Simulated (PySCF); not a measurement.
```xyz
15

C    -2.2444    0.6445   -0.9199
O    -0.9142    0.1939   -0.7325
C    -0.7280   -0.6878    0.3076
F    -0.9590   -0.0356    1.5238
Si    1.1210   -1.1997    0.1796
Si    2.2630    0.7951    0.0027
F     3.8284    0.3945   -0.1069
H    -2.9158   -0.2039   -1.0926
H    -2.2310    1.2896   -1.7953
H    -2.5900    1.2080   -0.0490
H    -1.4641   -1.5060    0.2966
H     1.1647   -2.1047   -0.9787
H     1.3824   -2.0306    1.3653
H     2.0466    1.5815   -1.2077
H     2.2360    1.6691    1.1737
```

Geometry: GFN2-xTB.

Theory: PBE0/pcSseg-1, SCF density, gas phase, non-relativistic (PySCF).

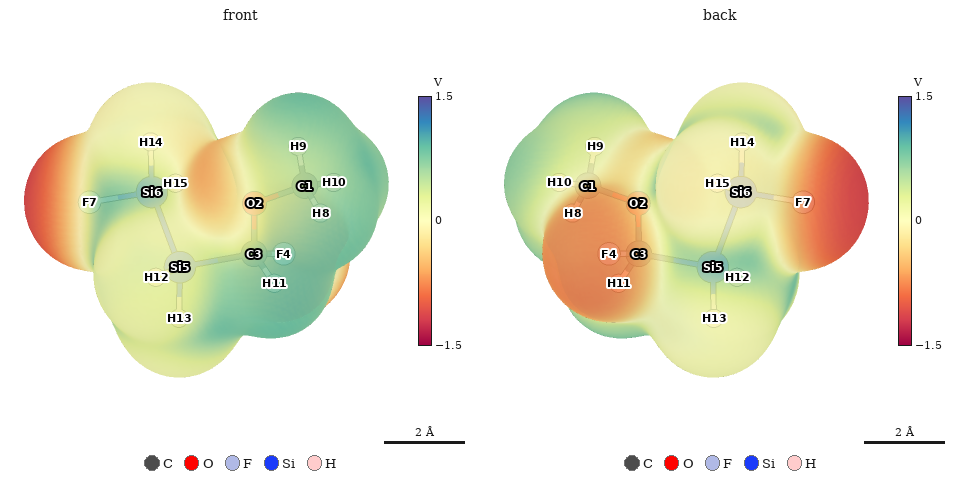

C$_{2}$H$_{8}$F$_{2}$OSi$_{2}$ (SMILES CO[C@H](F)[SiH2][SiH2]F). The molecular electrostatic potential painted on the density surface at 0.001 e/bohr³, seen from the front and from behind; the colour scale runs from red (negative) to blue (positive).

Describe the electrostatic potential map.

Answer. The most negative region (about −1.1 V) lies over F7, the most positive (about +0.9 V) over the C, H and Si atoms.
